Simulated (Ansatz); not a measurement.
# BrGaH₂O₂ + H₂: a complex and its separated parts

Aim: how far the complex at one end of a reaction step lies below its separated, relaxed parts, level by level.

Computed with Ansatz 0.2.0, Gaussian basis. Level: PBE0-D4/def2-TZVP structures, single points in def2-TZVPP, no counterpoise correction.

Levels: SPW92, PBE-D4, BLYP-D4, r2SCAN-D4, B97M-V, PBE0-D4, B3LYP-D4, r2SCAN0-D4, BHLYP-D4, CAM-B3LYP-D4, wB97X-V, wB97M-V, B2PLYP, PBE-QIDH, RPA on PBE, Hartree-Fock, MP2, CCSD, CCSD(T).

Cores are frozen in the correlated methods. Filled d shells of the heavier atoms are correlated. B3LYP uses VWN-RPA correlation. B2PLYP carries no dispersion term here.

94 further runs of the same task are left out: 94 set aside as unsound or not needed. Runs told in other sessions of the task aren't counted.

**1. Where the work starts**

The complex: 8 atoms, charge 0, spin multiplicity 1.

Atoms are counted from 1 here; the program's logs count them from 0.

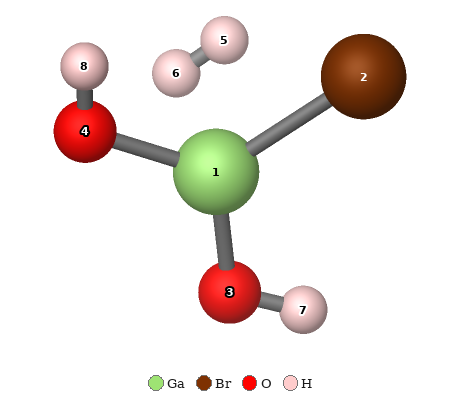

The starting geometry (gallium green, bromine brown, oxygen red, hydrogen pink); atoms are numbered from 1 in the order of the file.

As a file:

```
Ga   -0.2064   -0.5967    0.2022
Br    1.8397   -1.5848   -0.0346
O    -1.3812   -0.6081   -1.1171
O    -0.6975    0.1233    1.7388
H     1.0985    1.6742   -0.6919
H     0.4118    1.9596   -0.6004
H    -1.0497   -1.0371   -1.9092
H    -0.0152    0.0693    2.4120
```

Its parts: BrGaH₂O₂ holds atoms 1, 2, 3, 4, 7, 8; H₂ holds atoms 5, 6. Each part counts its atoms afresh in its own runs.

**2. Relaxing BrGaH₂O₂ alone**

relax-a/in.yaml reads:

```yaml
crystal:
  periodic: [false, false, false]
  atoms:
    - {symbol: Ga, position_ang: [-0.206379, -0.596661, 0.202198]}
    - {symbol: Br, position_ang: [1.839731, -1.584751, -0.034598]}
    - {symbol: O, position_ang: [-1.381204, -0.608053, -1.117083]}
    - {symbol: O, position_ang: [-0.697470, 0.123343, 1.738823]}
    - {symbol: H, position_ang: [-1.049676, -1.037140, -1.909234]}
    - {symbol: H, position_ang: [-0.015202, 0.069346, 2.411972]}
basis:
  gaussian: {orbitals: def2-TZVP}
hamiltonian: {xc: pbe0, dispersion: d4}
relax: {f_tol: 0.005, max_steps: 200}
```

Started as:

```console
$ ansatz run in.yaml --threads 8 --pin off --events-out ev --progress --plain --max-ram 19148MiB
```

After this run come: Relaxing H₂ alone; SPW92/def2-TZVPP; PBE-D4/def2-TZVPP; BLYP-D4/def2-TZVPP; r2SCAN-D4/def2-TZVPP; B97M-V/def2-TZVPP; PBE0-D4/def2-TZVPP; B3LYP-D4/def2-TZVPP; r2SCAN0-D4/def2-TZVPP; BHLYP-D4/def2-TZVPP; CAM-B3LYP-D4/def2-TZVPP; wB97X-V/def2-TZVPP; wB97M-V/def2-TZVPP; B2PLYP/def2-TZVPP; PBE-QIDH/def2-TZVPP; RPA on PBE/def2-TZVPP; CCSD(T)/def2-TZVPP; Vibrations of BrGaH₂O₂; Vibrations of H₂.

Before running it: what results should come out? Wanted: complex less parts, CCSD(T)/def2-TZVPP; with zero-point energy; largest T1 diagnostic.

The runs gave:

```
                              quantity        value
complex less parts, CCSD(T)/def2-TZVPP  -4.9 kJ/mol
                with zero-point energy  -0.2 kJ/mol
                 largest T1 diagnostic        0.012
```

In words: At CCSD(T) the complex lies 4.9 kJ/mol below its parts. CAM-B3LYP-D4 is the best functional here (-0.3 kJ/mol from CCSD(T)); SPW92 is the worst (-7.2 kJ/mol). B97M-V, PBE-QIDH are as near within the digits shown. Mean unsigned error by rung: LDA 7.2, GGA 1.5, meta-GGA 0.5, hybrid 1.1, range-separated hybrid 0.8, double hybrid 1.8 kJ/mol. The double hybrids carry no dispersion term here, unlike the levels marked D4 or V. PBE-D4 gives a relative energy 0.8 kJ/mol too low, an error of 17 % of the reference. No counterpoise was applied, and triple zeta lacks some correlation, so the CCSD(T) reference has a basis error of its own, and close matches with it are partly luck.
